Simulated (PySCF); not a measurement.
The calculation's input:

```
{"job": {"kind": "uv", "xc": "CAM-B3LYP", "basis": "def2-SVPD", "ip": true}, "charge": 0, "multiplicity": 1}
O     -1.357815     0.108222    -0.013561
B     -0.153393     0.102548    -0.008992
Cl     1.534168     0.094560    -0.002547
```

Launched as:

```sh
OMP_NUM_THREADS=1 python probes_run.py task.json out
```

Geometry: PBE0-D3(BJ)/def2-SVP.

Method: CAM-B3LYP/def2-SVPD, SCF density, gas phase in PySCF.

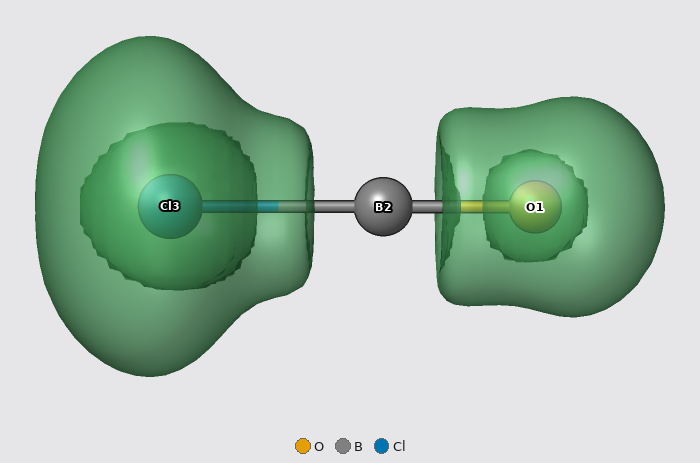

BClO (SMILES O=BCl). Isosurface of the ELF at 0.75 (green), seen from one side. Core shells and regions of very low density are left out.

Question: Identify the bonds, lone pairs and shells in this picture.

Answer: The ELF exceeds this value in one region on Cl in which the atom's valence shell and bonds are merged and one region wrapped around O (its lone pairs, merged into a ring or cap). Profiles from the grid: B–O (1.20 Å): the ELF peaks at about 0.85 between the atoms, as expected for a polar covalent bond. B–Cl (1.69 Å): the ELF peaks at about 0.90 between the atoms; a short, strongly polar bond.
